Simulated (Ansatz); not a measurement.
# HfSn3S8: a trial structure relaxed

The task: take a trial cell of HfSn3S8 to zero force and stress, then test the end with a random kick.

Program: Ansatz 0.2.0. Level of theory: DFT PBE, scalar-relativistic, plane waves, PAW. These are calculated values, not measurements.

### Step 1. The system as given

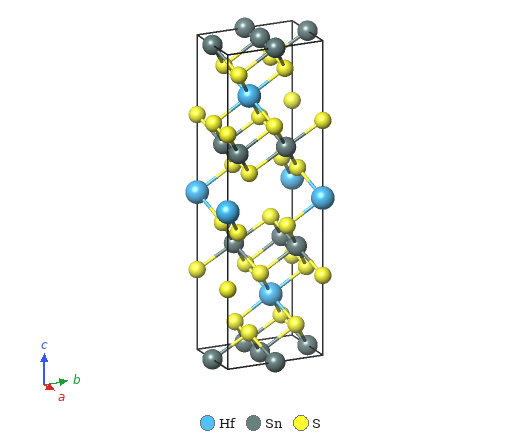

The starting structure, seen slightly off an axis (hafnium blue, tin teal, sulfur yellow). Atoms on the faces are drawn again on the opposite ones. The cell drawn here is the conventional one.

Coordinates:

```cif
data_structure
_symmetry_space_group_name_H-M 'R-3m:H'
_symmetry_Int_Tables_number 166
_cell_length_a 7.4701
_cell_length_b 7.4701
_cell_length_c 18.1438
_cell_angle_alpha 90.000
_cell_angle_beta 90.000
_cell_angle_gamma 120.000
_cell_volume 876.83
loop_
_atom_site_label
_atom_site_type_symbol
_atom_site_symmetry_multiplicity
_atom_site_Wyckoff_symbol
_atom_site_fract_x
_atom_site_fract_y
_atom_site_fract_z
_atom_site_occupancy
Hf1 Hf 3 b 0.33333 0.66667 0.16667 1
Sn1 Sn 9 e 0.50000 0.50000 0.00000 1
S1 S 6 c 0.33333 0.66667 0.41314 1
S2 S 18 h 0.49499 0.50501 0.25008 1
```

The start is the relaxed end of an invented cell (made as: elements ordered on the sites of the SnS2 type, Sn/Hf on Sn (R-3m, No. 166)), taken up again for a closer look.

### Step 2. Probe: one point on a coarse mesh

File input.yaml:

```yaml
crystal:
  lattice:
    - [3.7350648, 2.1564407, 6.0479168]
    - [-3.7350648, 2.1564407, 6.0479168]
    - [0.0, -4.3128813, 6.0479168]
  atoms:
    - { symbol: Hf, position: [0.5, 0.5, 0.5] }
    - { symbol: Sn, position: [0.5, 0.0, 0.5] }
    - { symbol: Sn, position: [0.5, 0.5, 0.0] }
    - { symbol: Sn, position: [0.0, 0.5, 0.5] }
    - { symbol: S, position: [0.746471, 0.746471, 0.746471] }
    - { symbol: S, position: [0.745069, 0.260102, 0.745069] }
    - { symbol: S, position: [0.745069, 0.745069, 0.260102] }
    - { symbol: S, position: [0.260102, 0.745069, 0.745069] }
    - { symbol: S, position: [0.253529, 0.253529, 0.253529] }
    - { symbol: S, position: [0.254931, 0.739898, 0.254931] }
    - { symbol: S, position: [0.254931, 0.254931, 0.739898] }
    - { symbol: S, position: [0.739898, 0.254931, 0.254931] }
basis:
  ecutwfc: 420
kpoints:
  mp_grid: { grid: [3, 3, 3] }
hamiltonian:
  xc: pbe
scf:
  occupations: { method: gaussian, width: 0.1 }
  lower_state_search: "off"
output:
  forces: true
  stress: true
  eigenvalues: true
```

Started as:

```bash
> ansatz run input.yaml --threads 4 --pin off --max-ram 8192MiB --backend cpu --events-out ev --progress --plain --runs-dir out
```

The log of the run, cut to the lines that bear on the results:

```text
[...]
SCF converged after 8 iterations
Free energy (F): -41017.959323 eV
[...]
E sigma→0 (E₀):  -41017.959323 eV
Entropy (-TS):   -0.000000 eV (-0.000 meV/atom)
Fermi energy:    6.463240 eV
[...]
--- Forces (eV/Å), atoms counted from 1 ---
  atom   1  Hf     0.00000000     0.00000000     0.00000000
  atom   2  Sn     0.00000000     0.00000000     0.00000000
  atom   3  Sn     0.00000000    -0.00000000     0.00000000
  atom   4  Sn    -0.00000000     0.00000000    -0.00000000
  atom   5  S      0.00000000    -0.00000000    -0.00934196
  atom   6  S     -0.00897431     0.00518132     0.00429995
  atom   7  S     -0.00000000    -0.01036264     0.00429995
  atom   8  S      0.00897431     0.00518132     0.00429995
[...]
--- Stress (GPa, compression-positive) ---
        0.005512       0.000000      -0.000000
        0.000000       0.005512       0.000000
       -0.000000       0.000000       0.045913
  P = ⅓ Tr σ = 0.0190 GPa (0.190 kbar)
--- Band table (eV; the first three rows and the last of 6) ---
[...]
```

Wall time 1.4 s (4 threads of AMD EPYC 9R45 (Zen 5), shared host); peak memory 0.92 GiB.

From the probe: pressure 0.0 GPa, largest force 0.01 eV/Å, gap on this mesh 0.72 eV. The coarse relaxation is skipped.

### Step 3. Final relaxation

input.yaml: that of step 2 with these lines changed.

```diff
@@ -21,3 +21,3 @@
 kpoints:
-  mp_grid: { grid: [3, 3, 3] }
+  mp_grid: { grid: [6, 6, 6] }
 hamiltonian:
@@ -25,4 +25,3 @@
 scf:
-  occupations: { method: gaussian, width: 0.1 }
-  lower_state_search: "off"
+  occupations: { method: gaussian, width: 0.02 }
 output:
@@ -31 +30,10 @@
   eigenvalues: true
+  write_density: true
+  write_potential: true
+  elf: true
+  volumetric_format: npy
+relax:
+  adjacent_minimum: "off"
+  f_tol: 0.01
+  max_steps: 80
+  cell: { stress_tol: 0.05 }
```

Started as:

```bash
> ansatz run input.yaml --threads 4 --pin off --max-ram 8192MiB --backend cpu --events-out ev --progress --plain --runs-dir out
```

The log of the run, cut to the lines that bear on the results:

```text
Warning: RAYON_NUM_THREADS=4 ignored (pool sized by the plan → 4); use --threads N
[...]
Pseudopotentials: kind: paw
Pseudopotential: Hf, paw, valence charge 26, recommended cutoff 420 eV (normal), Hf.paw.azcp
Pseudopotential: Sn, paw, valence charge 14, recommended cutoff 420 eV (normal), Sn.paw.azcp
Pseudopotential: S, paw, valence charge 6, recommended cutoff 420 eV (normal), S.paw.azcp
Functional definition: PBE
[...]
Crystal: 12 atoms, lattice volume = 292.276 Å³
Basis set: ecut = 420 eV, 5745 PW (Γ), exchange–correlation on 100×100×100 points (8 copies of the dense FFT grid, shifted against one another)
Bands: 70, of which v1, the nominal top of the filled ones, is band 58 counted from 1 (57 counted from 0)
Symmetry: 12 space group operations
Space group: R-3m (ITA 166), of the structure as read, at distance tolerance 6.6e-5 Å
k-points: 32 of 216
[...]
  cell:  # Å, volume = 292.2757 Å³
    - [3.735064799087184, 2.156440683860348, 6.047916794057346]
    - [-3.735064799087184, 2.156440683860348, 6.047916794057346]
    - [0.0, -4.312881317720696, 6.047916811885309]
  atoms:
    - { symbol: Hf, position: [0.5, 0.5, 0.4999999999999999] }
    - { symbol: Sn, position: [0.5, 5.551115123125783e-17, 0.4999999999999999] }
    - { symbol: Sn, position: [0.5, 0.5, -5.551115123125783e-17] }
    - { symbol: Sn, position: [5.551115123125783e-17, 0.5, 0.4999999999999999] }
    - { symbol: S, position: [0.7464710000000001, 0.7464710000000001, 0.7464709999999999] }
    - { symbol: S, position: [0.745069, 0.260102, 0.7450689999999999] }
    - { symbol: S, position: [0.745069, 0.745069, 0.2601019999999999] }
    - { symbol: S, position: [0.260102, 0.745069, 0.7450689999999999] }
    - { symbol: S, position: [0.25352900000000006, 0.25352900000000006, 0.25352899999999995] }
    - { symbol: S, position: [0.254931, 0.739898, 0.254931] }
    - { symbol: S, position: [0.254931, 0.254931, 0.739898] }
    - { symbol: S, position: [0.739898, 0.254931, 0.254931] }
```

Run time: 11 s. Hardware: 4 threads of AMD EPYC 9R45 (Zen 5), shared host; peak memory 1.2 GiB.

The steps of the relaxation:

| step | E - E(step 1) (eV/cell) | largest force component (eV/Å) | pressure (GPa) | volume (Å³) |
| --- | --- | --- | --- | --- |
| 1 | 0.0000 | 0.0017 | 0.00 | 292.28 |
| 2 | 0.0000 | 0.0017 | 0.00 | 292.28 |

Step 1 is the start. Step 2 repeats the geometry before it on a plane-wave basis chosen anew for that cell, so its energy need not be comparable with the rows above.

Lengths and angles in the start's conventional setting:

|  | before | after | change |
| --- | --- | --- | --- |
| a (Å) | 7.470 | 7.470 | 0.0 % |
| b (Å) | 7.470 | 7.470 | 0.0 % |
| c (Å) | 18.144 | 18.144 | 0.0 % |
| volume (Å³/atom) | 24.36 | 24.36 | 0.0 % |
| shortest distance (Å) | 2.582 | 2.582 | 0.0 % |
| space group (0.01 Å) | R-3m | R-3m | same |

The run keeps the 12 symmetry operations of the start, so it could not have lowered the symmetry.

The maps below are laid out on this run's own conventional cell (a, b, c = 7.470, 7.470, 18.144 Å).

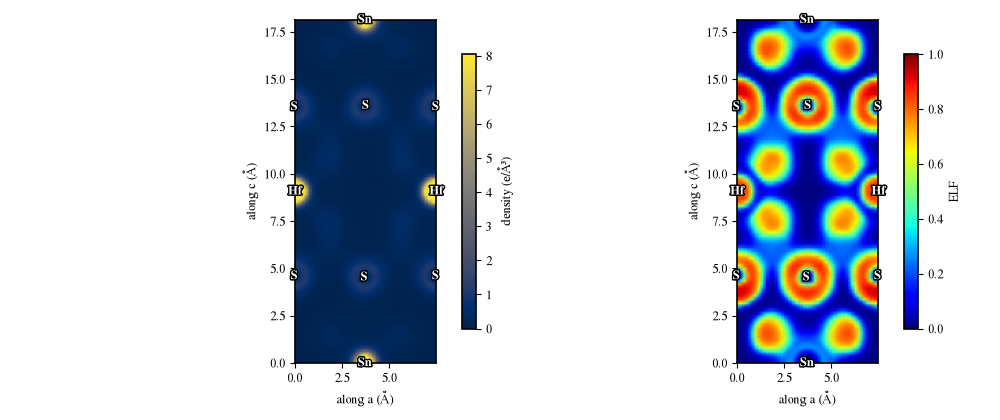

Density (left) and ELF (right) in a lattice plane of the grid's cell (edges 7.47 and 18.14 Å, at 0.000 of the third edge), which holds Hf and Sn and S. Only atoms in the plane are labelled; the density scale stops at 8.05 e/Å³. Both are smooth fields of the valence electrons: close to the nuclei they are not physical.

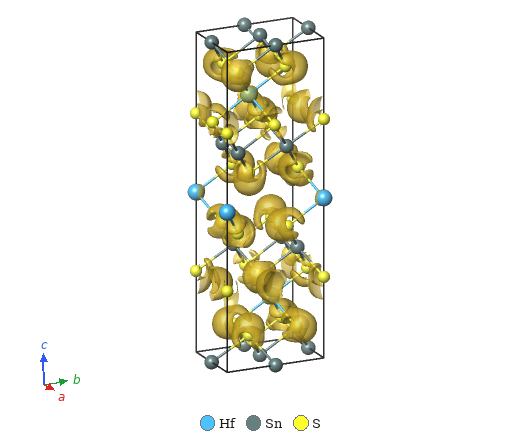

Surface of ELF = 0.84, drawn in one cell.

Outside the cores ELF peaks at 0.94 beside S, off the lines to its neighbours, 0.9 Å from S; 0.90 on the S–Hf line, 0.8 Å from S; 0.89 in the shell around S, 0.8 Å from S.

### Step 4. Variant: occupations.width 0.01, lower_state_search off, scf.algorithm density_mixing

input.yaml: that of step 3 with these lines changed.

```diff
@@ -2,5 +2,5 @@
   lattice:
-    - [3.7350648, 2.1564407, 6.0479168]
-    - [-3.7350648, 2.1564407, 6.0479168]
-    - [0.0, -4.3128813, 6.0479168]
+    - [3.7350647991, 2.1564406839, 6.0479167941]
+    - [-3.7350647991, 2.1564406839, 6.0479167941]
+    - [0.0, -4.3128813177, 6.0479168119]
   atoms:
@@ -25,15 +25,8 @@
 scf:
-  occupations: { method: gaussian, width: 0.02 }
+  occupations: { method: gaussian, width: 0.01 }
+  lower_state_search: "off"
+  algorithm: density_mixing
 output:
   forces: true
+  eigenvalues: true
   stress: true
-  eigenvalues: true
-  write_density: true
-  write_potential: true
-  elf: true
-  volumetric_format: npy
-relax:
-  adjacent_minimum: "off"
-  f_tol: 0.01
-  max_steps: 80
-  cell: { stress_tol: 0.05 }
```

Started as:

```bash
> ansatz run input.yaml --threads 4 --pin off --max-ram 8192MiB --backend cpu --events-out ev --progress --plain --runs-dir out
```

The log of the run, cut to the lines that bear on the results:

```text
Warning: RAYON_NUM_THREADS=4 ignored (pool sized by the plan → 4); use --threads N
[...]
[... 5 set-up lines as earlier in the session ...]
[...]
Crystal: 12 atoms, lattice volume = 292.276 Å³
Basis set: ecut = 420 eV, 5745 PW (Γ), exchange–correlation on 100×100×100 points (8 copies of the dense FFT grid, shifted against one another)
Bands: 70, of which v1, the nominal top of the filled ones, is band 58 counted from 1 (57 counted from 0)
[... 2 set-up lines as earlier in the session ...]
k-points: 32 of 216
[...]
SCF iter   8: F=-41017.984174 eV  HF=-41017.984174 eV  |F-HF|=2.84e-8  |Δ(HF+E_count)|=   7.22e-7  Δρ=2.24e-6  dr2=2.05e-8  ethr=8.62e-11  ⟨swp⟩=10.5  Hψ=9596  notcnv=0
[...]
SCF converged after 8 iterations
Free energy (F): -41017.984174 eV
[...]
E sigma→0 (E₀):  -41017.984174 eV
Fermi energy:    6.458445 eV
[...]
--- Forces (eV/Å), atoms counted from 1 ---
  atom   1  Hf     0.00000000    -0.00000000     0.00000000
  atom   2  Sn     0.00000000     0.00000000    -0.00000000
  atom   3  Sn     0.00000000     0.00000000     0.00000000
  atom   4  Sn     0.00000000     0.00000000     0.00000000
  atom   5  S      0.00000000    -0.00000000    -0.00171039
  atom   6  S     -0.00095724     0.00055266    -0.00117308
  atom   7  S      0.00000000    -0.00110532    -0.00117308
  atom   8  S      0.00095724     0.00055266    -0.00117308
[...]
--- Stress (GPa, compression-positive) ---
        0.002146       0.000000       0.000000
        0.000000       0.002146      -0.000000
       -0.000000      -0.000000      -0.000965
  P = ⅓ Tr σ = 0.0011 GPa (0.011 kbar)
--- Band table (eV; the first three rows and the last of 32) ---
[...]
```

Run time: 4.5 s. Hardware: 4 threads of AMD EPYC 9R45 (Zen 5), shared host; peak memory 1.2 GiB.

| run | ending | energy change | pressure (GPa) | gap (eV) | force (eV/Å) | cycles | time |
| --- | --- | --- | --- | --- | --- | --- | --- |
| step 3 | converged | 0 | 0.0 | 0.72 | 0.00 | - | 11 s |
| variant | converged | 0.0 meV/atom (σ→0) | 0.0 | 0.72 | 0.00 | 8 | 4.5 s |

The changed input (smearing, search for lower states and solver) leaves the energy the same to the digits printed.

### Step 5. Reference for the kick test

File input.yaml:

```yaml
crystal:
  lattice:
    - [3.7350647991, 2.1564406839, 6.0479167941]
    - [-3.7350647991, 2.1564406839, 6.0479167941]
    - [0.0, -4.3128813177, 6.0479168119]
  atoms:
    - { symbol: Hf, position: [0.5, 0.5, 0.5] }
    - { symbol: Sn, position: [0.5, 0.0, 0.5] }
    - { symbol: Sn, position: [0.5, 0.5, 1.0] }
    - { symbol: Sn, position: [0.0, 0.5, 0.5] }
    - { symbol: S, position: [0.746471, 0.746471, 0.746471] }
    - { symbol: S, position: [0.745069, 0.260102, 0.745069] }
    - { symbol: S, position: [0.745069, 0.745069, 0.260102] }
    - { symbol: S, position: [0.260102, 0.745069, 0.745069] }
    - { symbol: S, position: [0.253529, 0.253529, 0.253529] }
    - { symbol: S, position: [0.254931, 0.739898, 0.254931] }
    - { symbol: S, position: [0.254931, 0.254931, 0.739898] }
    - { symbol: S, position: [0.739898, 0.254931, 0.254931] }
basis:
  ecutwfc: 420
kpoints:
  mp_grid: { grid: [3, 3, 3] }
hamiltonian:
  xc: pbe
scf:
  occupations: { method: gaussian, width: 0.1 }
  lower_state_search: "off"
output:
  forces: true
  stress: true
  eigenvalues: true
```

Started as:

```bash
> ansatz run input.yaml --threads 4 --pin off --max-ram 8192MiB --backend cpu --events-out ev --progress --plain --runs-dir out
```

The log of the run, cut to the lines that bear on the results:

```text
Warning: RAYON_NUM_THREADS=4 ignored (pool sized by the plan → 4); use --threads N
[...]
[... 5 set-up lines as earlier in the session ...]
[...]
Crystal: 12 atoms, lattice volume = 292.276 Å³
Basis set: ecut = 420 eV, 5745 PW (Γ), exchange–correlation on 100×100×100 points (8 copies of the dense FFT grid, shifted against one another)
Bands: 70, of which v1, the nominal top of the filled ones, is band 58 counted from 1 (57 counted from 0)
[... 2 set-up lines as earlier in the session ...]
k-points: 6 of 27
[...]
SCF converged after 8 iterations
Free energy (F): -41017.959323 eV
[...]
E sigma→0 (E₀):  -41017.959323 eV
Entropy (-TS):   -0.000000 eV (-0.000 meV/atom)
Fermi energy:    6.463240 eV
[...]
--- Forces (eV/Å), atoms counted from 1 ---
  atom   1  Hf     0.00000000     0.00000000    -0.00000000
  atom   2  Sn     0.00000000    -0.00000000     0.00000000
  atom   3  Sn     0.00000000    -0.00000000     0.00000000
  atom   4  Sn    -0.00000000     0.00000000     0.00000000
  atom   5  S      0.00000000    -0.00000000    -0.00934196
  atom   6  S     -0.00897427     0.00518130     0.00429998
  atom   7  S      0.00000000    -0.01036259     0.00429998
  atom   8  S      0.00897427     0.00518130     0.00429998
[...]
--- Stress (GPa, compression-positive) ---
        0.005512       0.000000       0.000000
        0.000000       0.005512       0.000000
        0.000000       0.000000       0.045913
  P = ⅓ Tr σ = 0.0190 GPa (0.190 kbar)
--- Band table (eV; the first three rows and the last of 6) ---
[...]
```

It took 1.1 s on 4 threads of AMD EPYC 9R45 (Zen 5), shared host; peak memory 0.93 GiB.

The cell holds 12 atoms.

[end of part 1 of 2]
